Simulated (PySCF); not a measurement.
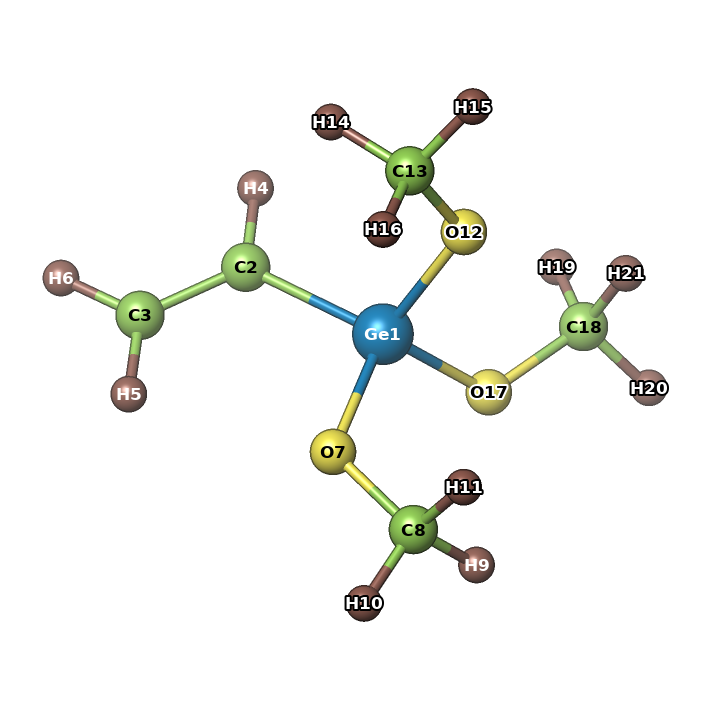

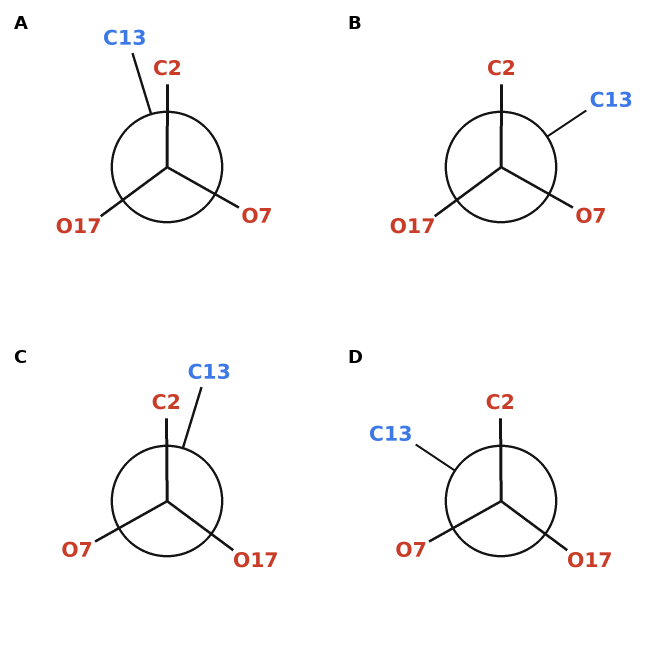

Distant atoms are faded towards the background colour. Bonds that would overlap in a projection are set slightly apart. The computed structure is the end point of a PBE0-D3(BJ)/def2-SVP optimisation. No frequency run is at hand to confirm it as a minimum.

### Which Newman projection shows the view along Ge1–O12, with Ge1 in front?

B. The torsion angle O7–Ge1–O12–C13 is −63°, synclinal (gauche).
